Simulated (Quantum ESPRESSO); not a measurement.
**HfPbO3 (Pm-3m): modes at Γ and the response to a field**

Which modes does HfPbO3 (Pm-3m) have at the zone centre?

Calculated with Quantum ESPRESSO 7.5; DFT LDA, scalar-relativistic, plane waves, JTH PAW pseudopotentials.

### 1. The starting structure

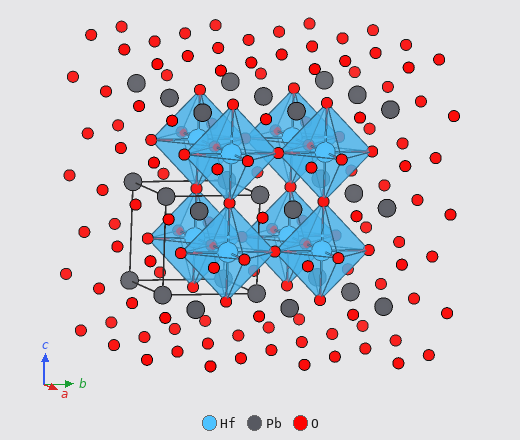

The cell as given, slightly off an axis (hafnium blue, lead dark grey, oxygen red). 2×2×2 cells are drawn. Some periodic images of atoms are drawn too.

### 2. A first look

A cheap run with smearing and empty bands tells whether the crystal has a gap, which decides between fixed occupations and smearing later on.

probe.in reads:

```
&control
   calculation = 'scf'
   prefix = 'x'
   outdir = './tmp'
   pseudo_dir = './pseudo'
   tprnfor = .true.
   tstress = .true.
   verbosity = 'high'
/
&system
   ibrav = 0
   nat = 5
   ntyp = 3
   ecutwfc = 50.0
   ecutrho = 250.0
   occupations = 'smearing'
   smearing = 'gaussian'
   degauss = 0.01
/
&electrons
   conv_thr = 1.0d-07
   mixing_beta = 0.7
   electron_maxstep = 100
/
ATOMIC_SPECIES
 Hf    178.4900  Hf.upf
 Pb    207.2000  Pb.upf
 O      15.9990  O.upf
CELL_PARAMETERS angstrom
     4.155481000    0.000000000    0.000000000
     0.000000000    4.155481000    0.000000000
     0.000000000    0.000000000    4.155481000
ATOMIC_POSITIONS crystal
 Hf     0.500000000   0.500000000   0.500000000
 Pb     0.000000000   0.000000000   0.000000000
 O      0.000000000   0.500000000   0.500000000
 O      0.500000000   0.000000000   0.500000000
 O      0.500000000   0.500000000   0.000000000
K_POINTS automatic
 4 4 4 0 0 0
```

Command:

```console
> OMP_NUM_THREADS=1 mpirun -n 4 pw.x -nk 4 -in probe.in > probe.out
```

Log:

```text
[banners, grids, parts of the stress and lines that vanish by symmetry left out]
Program PWSCF v.7.5
     file Hf.upf: wavefunction(s)  5S 5P 6P 5D 0D renormalized
     file Pb.upf: wavefunction(s)  0S 6P 0P 5D 0D renormalized
[...]
kinetic-energy cutoff     =      50.0000  Ry
     charge density cutoff     =     250.0000  Ry
     scf convergence threshold =      1.0E-07
[...]
Exchange-correlation= SLA PW NOGX NOGC
                           (   1   4   0   0   0   0   0)
[...]
48 Sym. Ops., with inversion, found
[...]
(     0          1          0      )
                  (     0          0          1      )
[...]
(  0.0000000  1.0000000  0.0000000 )
                  (  0.0000000  0.0000000  1.0000000 )
[...]
(     0         -1          0      )
[...]
( -1.0000000  0.0000000  0.0000000 )
                  (  0.0000000  1.0000000  0.0000000 )
[...]
number of k points=    10  Gaussian smearing, width (Ry)=  0.0100
[...]
End of self-consistent calculation
[...]
the Fermi energy is    10.5954 ev
!    total energy              =   -1649.16824057 Ry
[...]
convergence has been achieved in  10 iterations
[...]
atom    1 type  1   force =     0.00000000    0.00000000    0.00000000
     atom    2 type  2   force =     0.00000000    0.00000000    0.00000000
     atom    3 type  3   force =     0.00000000    0.00000000    0.00000000
     atom    4 type  3   force =     0.00000000    0.00000000    0.00000000
     atom    5 type  3   force =     0.00000000    0.00000000    0.00000000
[...]
Total force =     0.000000     Total SCF correction =     0.000000
[...]
total   stress  (Ry/bohr**3)                   (kbar)     P=     -104.77
[...]
XML data file, charge density, pseudopotentials, collected wavefunctions

   JOB DONE.
```

The job ended after 7.3 s (4 MPI ranks of Arm Neoverse V1, shared host; 29 s of CPU time).

This step gave:

```yaml
volume_per_atom: 14.35 Å³
pressure: -10.48 GPa
gap_on_the_k_mesh: 2.279 eV
```

A gap of 2.3 eV opens on this mesh, so the crystal is taken as an insulator; the start stands at -10 GPa.

### 3. Relaxation

The relaxation runs at a cutoff a fifth above that of the response, since stress converges more slowly with the basis than frequencies do. Forces and stress are brought to rest with tight thresholds.

relax.in reads:

```
&control
   calculation = 'vc-relax'
   prefix = 'x'
   outdir = './tmp'
   pseudo_dir = './pseudo'
   tprnfor = .true.
   tstress = .true.
   forc_conv_thr = 2.0d-05
   etot_conv_thr = 1.0d-07
   nstep = 40
/
&system
   ibrav = 0
   nat = 5
   ntyp = 3
   ecutwfc = 60
   ecutrho = 300.0
   occupations = 'fixed'
   nbnd = 24
/
&electrons
   conv_thr = 1.0d-11
   mixing_beta = 0.7
   electron_maxstep = 100
/
&ions
/
&cell
   press_conv_thr = 0.2
/
ATOMIC_SPECIES
 Hf    178.4900  Hf.upf
 Pb    207.2000  Pb.upf
 O      15.9990  O.upf
CELL_PARAMETERS angstrom
     4.155481000    0.000000000    0.000000000
     0.000000000    4.155481000    0.000000000
     0.000000000    0.000000000    4.155481000
ATOMIC_POSITIONS crystal
 Hf     0.500000000   0.500000000   0.500000000
 Pb     0.000000000   0.000000000   0.000000000
 O      0.000000000   0.500000000   0.500000000
 O      0.500000000   0.000000000   0.500000000
 O      0.500000000   0.500000000   0.000000000
K_POINTS automatic
 6 6 6 0 0 0
```

Command:

```console
> OMP_NUM_THREADS=1 mpirun -n 4 pw.x -nk 4 -in relax.in > relax.out
```

Log:

```text
[banners, grids, parts of the stress and lines that vanish by symmetry left out]
[banner, memory and clock lines left out]
Program PWSCF v.7.5

[...]
kinetic-energy cutoff     =      60.0000  Ry
     charge density cutoff     =     300.0000  Ry
     scf convergence threshold =      1.0E-11
[...]
energy convergence thresh.=      1.0E-07
     force convergence thresh. =      2.0E-05
     press convergence thresh. =      2.0E-01
     Exchange-correlation= SLA PW NOGX NOGC
                           (   1   4   0   0   0   0   0)
[...]
48 Sym. Ops., with inversion, found
[...]
number of k points=    20
[...]
End of self-consistent calculation
[...]
highest occupied, lowest unoccupied level (ev):     9.1129   11.3988
!    total energy              =   -1649.17448070 Ry
[...]
convergence has been achieved in  16 iterations
[...]
atom    1 type  1   force =     0.00000000    0.00000000    0.00000000
     atom    2 type  2   force =     0.00000000    0.00000000    0.00000000
     atom    3 type  3   force =     0.00000000    0.00000000    0.00000000
     atom    4 type  3   force =     0.00000000    0.00000000    0.00000000
     atom    5 type  3   force =     0.00000000    0.00000000    0.00000000
     Total force =     0.000000     Total SCF correction =     0.000000
[...]
total   stress  (Ry/bohr**3)                   (kbar)     P=     -104.24
[...]
number of bfgs steps    =   0
[...]
CELL_PARAMETERS (angstrom)
[...]
ATOMIC_POSITIONS (crystal)
Hf               0.5000000000        0.5000000000        0.5000000000
Pb               0.0000000000        0.0000000000        0.0000000000
O                0.0000000000        0.5000000000        0.5000000000
O                0.5000000000        0.0000000000        0.5000000000
[...]
New effective cutoffs (rho, wfc):  310.52   62.17
[...]
End of self-consistent calculation
[...]
highest occupied, lowest unoccupied level (ev):     9.9239   12.3173
!    total energy              =   -1649.18501002 Ry
[...]
convergence has been achieved in  14 iterations
[...]
atom    1 type  1   force =     0.00000000    0.00000000    0.00000000
     atom    2 type  2   force =     0.00000000    0.00000000    0.00000000
     atom    3 type  3   force =     0.00000000    0.00000000    0.00000000
     atom    4 type  3   force =     0.00000000    0.00000000    0.00000000
     atom    5 type  3   force =     0.00000000    0.00000000    0.00000000
     Total force =     0.000000     Total SCF correction =     0.000000
[...]
total   stress  (Ry/bohr**3)                   (kbar)     P=      -13.80
[...]
number of bfgs steps    =   1
[...]
CELL_PARAMETERS (angstrom)
[...]
ATOMIC_POSITIONS (crystal)
[...]
New effective cutoffs (rho, wfc):  312.17   62.50
[...]
End of self-consistent calculation
[...]
highest occupied, lowest unoccupied level (ev):    10.0618   12.4572
!    total energy              =   -1649.18516233 Ry
[...]
convergence has been achieved in  15 iterations
[...]
atom    1 type  1   force =     0.00000000    0.00000000    0.00000000
     atom    2 type  2   force =     0.00000000    0.00000000    0.00000000
     atom    3 type  3   force =     0.00000000    0.00000000    0.00000000
     atom    4 type  3   force =     0.00000000    0.00000000    0.00000000
[...]
Total force =     0.000000     Total SCF correction =     0.000000
[...]
total   stress  (Ry/bohr**3)                   (kbar)     P=        1.54
[...]
number of bfgs steps    =   2
[...]
CELL_PARAMETERS (angstrom)
[...]
ATOMIC_POSITIONS (crystal)
[...]
New effective cutoffs (rho, wfc):  312.00   62.46
[...]
End of self-consistent calculation
[...]
highest occupied, lowest unoccupied level (ev):    10.0480   12.4432
!    total energy              =   -1649.18516419 Ry
[...]
convergence has been achieved in  16 iterations
[...]
Total force =     0.000000     Total SCF correction =     0.000000
[...]
total   stress  (Ry/bohr**3)                   (kbar)     P=       -0.02
[...]
number of bfgs steps    =   3
[...]
small trust_radius: resetting bfgs history
[...]
CELL_PARAMETERS (angstrom)
[...]
ATOMIC_POSITIONS (crystal)
[...]
New effective cutoffs (rho, wfc):  312.00   62.46
[...]
End of self-consistent calculation
[...]
highest occupied, lowest unoccupied level (ev):    10.0481   12.4433
!    total energy              =   -1649.18516419 Ry
[...]
convergence has been achieved in   7 iterations
[...]
atom    3 type  3   force =     0.00000000    0.00000000    0.00000000
     atom    4 type  3   force =     0.00000000    0.00000000    0.00000000
     atom    5 type  3   force =     0.00000000    0.00000000    0.00000000
     Total force =     0.000000     Total SCF correction =     0.000000
[...]
total   stress  (Ry/bohr**3)                   (kbar)     P=        0.00
[...]
bfgs converged in   5 scf cycles and   4 bfgs steps
[...]
End of BFGS Geometry Optimization
     Final enthalpy           =   -1649.1851641928 Ry
     File ./tmp/x.bfgs deleted, as requested
[...]
CELL_PARAMETERS (angstrom)
[...]
ATOMIC_POSITIONS (crystal)
[...]
O                0.5000000000        0.0000000000        0.5000000000
O                0.5000000000        0.5000000000        0.0000000000
[...]
Final scf calculation at the relaxed structure.
[...]
kinetic-energy cutoff     =      60.0000  Ry
     charge density cutoff     =     300.0000  Ry
     scf convergence threshold =      1.0E-13
[...]
press convergence thresh. =      2.0E-01
     Exchange-correlation= SLA PW NOGX NOGC
                           (   1   4   0   0   0   0   0)
[...]
48 Sym. Ops., with inversion, found
[...]
number of k points=    20
[...]
End of self-consistent calculation
[...]
highest occupied, lowest unoccupied level (ev):    10.0486   12.4433
!    total energy              =   -1649.18438194 Ry
[...]
convergence has been achieved in  21 iterations
[...]
atom    1 type  1   force =     0.00000000    0.00000000    0.00000000
     atom    2 type  2   force =     0.00000000    0.00000000    0.00000000
     atom    3 type  3   force =     0.00000000    0.00000000    0.00000000
     atom    4 type  3   force =     0.00000000    0.00000000    0.00000000
     atom    5 type  3   force =     0.00000000    0.00000000    0.00000000
     Total force =     0.000000     Total SCF correction =     0.000000
[...]
total   stress  (Ry/bohr**3)                   (kbar)     P=       -1.03
[...]
XML data file, charge density, pseudopotentials, collected wavefunctions
```

Wall time 92 s (4 MPI ranks); 6.1 min of CPU time.

Relaxation path:

```
step  energy less that of the first step (eV)  largest force (eV/Å)  pressure (GPa)  volume (Å³)
   1                                   0.0000                0.0000          -10.42        71.76
   2                                  -0.1433                0.0000           -1.38        68.01
   3                                  -0.1453                0.0000            0.15        67.47
   4                                  -0.1454                0.0000            0.00        67.53
   5                                  -0.1454                0.0000            0.00        67.53
   6                                  -0.1347                0.0000           -0.10        67.53
```

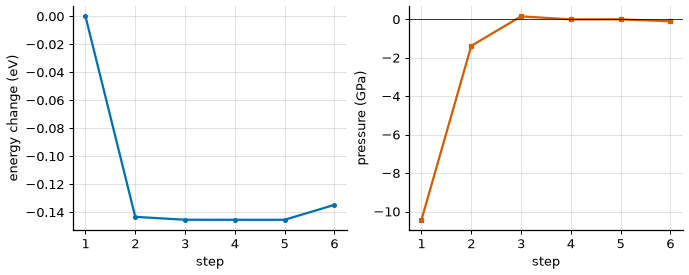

Energy and pressure along the relaxation.

```
conventional cell, symmetrised  before  after  change
                         a (Å)   4.155  4.072  -2.0 %
                         b (Å)   4.155  4.072  -2.0 %
                         c (Å)   4.155  4.072  -2.0 %
              volume (Å³/atom)   14.35  13.51  -5.9 %
```

The relaxed structure:

```
Hf Pb O
1.0
     4.07215    0.00000    0.00000
     0.00000    4.07215    0.00000
     0.00000    0.00000    4.07215
Hf Pb O
1 1 3
Direct
  0.50000 0.50000 0.50000
  0.00000 0.00000 0.00000
  0.00000 0.50000 0.50000
  0.50000 0.00000 0.50000
  0.50000 0.50000 0.00000
```

The last row of the table of steps is pw.x's closing run on a basis chosen anew for the final cell, so its energy can jump.

This step gave:

```
volume per atom   : 13.51 Å³
pressure          : -0.1030 GPa
gap on the k-mesh : 2.395 eV
```

The volume changes by -5.9 % from the cell with which this run began.

### 4. Relaxation

A variable-cell run keeps the plane waves of its start, so its end shows a stress on a fresh basis; a second run from that cell removes it.

Changes to relax.in since step 3:

```diff
@@ -35,5 +35,5 @@
 CELL_PARAMETERS angstrom
-     4.155481000    0.000000000    0.000000000
-     0.000000000    4.155481000    0.000000000
-     0.000000000    0.000000000    4.155481000
+     4.072149673    0.000000000    0.000000000
+     0.000000000    4.072149673    0.000000000
+     0.000000000    0.000000000    4.072149673
 ATOMIC_POSITIONS crystal
```

Log:

```text
[banners, grids, parts of the stress and lines that vanish by symmetry left out]
[banner, memory and clock lines left out]
Program PWSCF v.7.5

[...]
kinetic-energy cutoff     =      60.0000  Ry
     charge density cutoff     =     300.0000  Ry
     scf convergence threshold =      1.0E-11
[...]
energy convergence thresh.=      1.0E-07
     force convergence thresh. =      2.0E-05
     press convergence thresh. =      2.0E-01
     Exchange-correlation= SLA PW NOGX NOGC
                           (   1   4   0   0   0   0   0)
[...]
48 Sym. Ops., with inversion, found
[...]
number of k points=    20
[...]
End of self-consistent calculation
[...]
highest occupied, lowest unoccupied level (ev):    10.0486   12.4433
!    total energy              =   -1649.18438194 Ry
[...]
convergence has been achieved in  16 iterations
[...]
atom    1 type  1   force =     0.00000000    0.00000000    0.00000000
     atom    2 type  2   force =     0.00000000    0.00000000    0.00000000
     atom    3 type  3   force =     0.00000000    0.00000000    0.00000000
     atom    4 type  3   force =     0.00000000    0.00000000    0.00000000
     atom    5 type  3   force =     0.00000000    0.00000000    0.00000000
     Total force =     0.000000     Total SCF correction =     0.000000
[...]
total   stress  (Ry/bohr**3)                   (kbar)     P=       -1.03
[...]
number of bfgs steps    =   0
[...]
CELL_PARAMETERS (angstrom)
[...]
ATOMIC_POSITIONS (crystal)
Hf               0.5000000000        0.5000000000        0.5000000000
Pb               0.0000000000        0.0000000000        0.0000000000
O                0.0000000000        0.5000000000        0.5000000000
O                0.5000000000        0.0000000000        0.5000000000
[...]
New effective cutoffs (rho, wfc):  299.44   59.98
[...]
End of self-consistent calculation
[...]
highest occupied, lowest unoccupied level (ev):    10.0577   12.4526
!    total energy              =   -1649.18438277 Ry
[...]
convergence has been achieved in  11 iterations
[...]
atom    1 type  1   force =     0.00000000    0.00000000    0.00000000
     atom    2 type  2   force =     0.00000000    0.00000000    0.00000000
     atom    3 type  3   force =     0.00000000    0.00000000    0.00000000
     atom    4 type  3   force =     0.00000000    0.00000000    0.00000000
     atom    5 type  3   force =     0.00000000    0.00000000    0.00000000
     Total force =     0.000000     Total SCF correction =     0.000000
[...]
total   stress  (Ry/bohr**3)                   (kbar)     P=        0.00
[...]
number of bfgs steps    =   1
[...]
small trust_radius: resetting bfgs history
[...]
CELL_PARAMETERS (angstrom)
[...]
ATOMIC_POSITIONS (crystal)
[...]
New effective cutoffs (rho, wfc):  299.44   59.98
[...]
End of self-consistent calculation
[...]
highest occupied, lowest unoccupied level (ev):    10.0577   12.4526
!    total energy              =   -1649.18438277 Ry
[...]
convergence has been achieved in   5 iterations
[...]
atom    1 type  1   force =     0.00000000    0.00000000    0.00000000
     atom    2 type  2   force =     0.00000000    0.00000000    0.00000000
     atom    3 type  3   force =     0.00000000    0.00000000    0.00000000
     atom    4 type  3   force =     0.00000000    0.00000000    0.00000000
     atom    5 type  3   force =     0.00000000    0.00000000    0.00000000
     Total force =     0.000000     Total SCF correction =     0.000000
[...]
total   stress  (Ry/bohr**3)                   (kbar)     P=       -0.00
[...]
bfgs converged in   3 scf cycles and   2 bfgs steps
[...]
End of BFGS Geometry Optimization
     Final enthalpy           =   -1649.1843827748 Ry
     File ./tmp/x.bfgs deleted, as requested
[...]
CELL_PARAMETERS (angstrom)
[...]
ATOMIC_POSITIONS (crystal)
[...]
O                0.5000000000        0.0000000000        0.5000000000
O                0.5000000000        0.5000000000        0.0000000000
[...]
Final scf calculation at the relaxed structure.
[...]
kinetic-energy cutoff     =      60.0000  Ry
     charge density cutoff     =     300.0000  Ry
     scf convergence threshold =      1.0E-13
[...]
press convergence thresh. =      2.0E-01
     Exchange-correlation= SLA PW NOGX NOGC
                           (   1   4   0   0   0   0   0)
[...]
48 Sym. Ops., with inversion, found
[...]
number of k points=    20
[...]
End of self-consistent calculation
[...]
highest occupied, lowest unoccupied level (ev):    10.0577   12.4526
!    total energy              =   -1649.18438277 Ry
[...]
convergence has been achieved in  17 iterations
[...]
atom    1 type  1   force =     0.00000000    0.00000000    0.00000000
     atom    2 type  2   force =     0.00000000    0.00000000    0.00000000
     atom    3 type  3   force =     0.00000000    0.00000000    0.00000000
     atom    4 type  3   force =     0.00000000    0.00000000    0.00000000
     atom    5 type  3   force =     0.00000000    0.00000000    0.00000000
     Total force =     0.000000     Total SCF correction =     0.000000
[...]
total   stress  (Ry/bohr**3)                   (kbar)     P=        0.00
[...]
XML data file, charge density, pseudopotentials, collected wavefunctions
```

Elapsed: 53 s, on 4 MPI ranks.

Little changed from the start: no atom moved by 0.005 Å and no cell edge by 0.1 %.

The last row of the table of steps is pw.x's closing run on a basis chosen anew for the final cell, so its energy can jump.

Numbers from this step:

```yaml
volume_per_atom: 13.50 Å³
pressure: 0 GPa
```

### 5. Ground state

The response is built on this ground state, so it is converged far tighter than an energy would need. With a gap, occupations are fixed, which also allows the response to an electric field.

scf.in reads:

```
&control
   calculation = 'scf'
   prefix = 'x'
   outdir = './tmp'
   pseudo_dir = './pseudo'
   tprnfor = .true.
   tstress = .true.
/
&system
   ibrav = 0
   nat = 5
   ntyp = 3
   ecutwfc = 50.0
   ecutrho = 250.0
   occupations = 'fixed'
   nbnd = 24
/
&electrons
   conv_thr = 1.0d-12
   mixing_beta = 0.7
   electron_maxstep = 100
/
ATOMIC_SPECIES
 Hf    178.4900  Hf.upf
 Pb    207.2000  Pb.upf
 O      15.9990  O.upf
CELL_PARAMETERS angstrom
     4.071438623    0.000000000    0.000000000
     0.000000000    4.071438623    0.000000000
     0.000000000    0.000000000    4.071438623
ATOMIC_POSITIONS crystal
 Hf     0.500000000   0.500000000   0.500000000
 Pb     0.000000000   0.000000000   0.000000000
 O      0.000000000   0.500000000   0.500000000
 O      0.500000000   0.000000000   0.500000000
 O      0.500000000   0.500000000   0.000000000
K_POINTS automatic
 6 6 6 0 0 0
```

Command:

```console
> OMP_NUM_THREADS=1 mpirun -n 4 pw.x -nk 4 -in scf.in > scf.out
```

Log:

```text
[banners, grids, parts of the stress and lines that vanish by symmetry left out]
[banner, memory and clock lines left out]
Program PWSCF v.7.5

[...]
kinetic-energy cutoff     =      50.0000  Ry
     charge density cutoff     =     250.0000  Ry
     scf convergence threshold =      1.0E-12
[...]
Exchange-correlation= SLA PW NOGX NOGC
                           (   1   4   0   0   0   0   0)
[...]
48 Sym. Ops., with inversion, found
[...]
number of k points=    20
[...]
End of self-consistent calculation
[...]
highest occupied, lowest unoccupied level (ev):    10.0583   12.4527
!    total energy              =   -1649.17915985 Ry
[...]
convergence has been achieved in  17 iterations
[...]
atom    1 type  1   force =     0.00000000    0.00000000    0.00000000
     atom    2 type  2   force =     0.00000000    0.00000000    0.00000000
     atom    3 type  3   force =     0.00000000    0.00000000    0.00000000
     atom    4 type  3   force =     0.00000000    0.00000000    0.00000000
     atom    5 type  3   force =     0.00000000    0.00000000    0.00000000
     Total force =     0.000000     Total SCF correction =     0.000000
[...]
total   stress  (Ry/bohr**3)                   (kbar)     P=       -1.10
[...]
XML data file, charge density, pseudopotentials, collected wavefunctions
```

The job ended after 15 s (4 MPI ranks).

Read from the output:

```yaml
pressure: -0.1100 GPa
gap_on_the_k_mesh: 2.394 eV
```

The cell stands at -0.11 GPa, close enough for phonons.

(Continued in part 2 of 3.)

[Host names and launcher messages were left out of these logs when they were recorded.]

[Logs are printed without paths, hosts, clocks, repeated set-up lines and the standing remarks that a program may print on its own settings, such as how far it seeks lower states.]

[Hosts, paths, dates, database ids (printed as entryN), source tags and the programs' standing remarks are cut or masked in the printed files.]
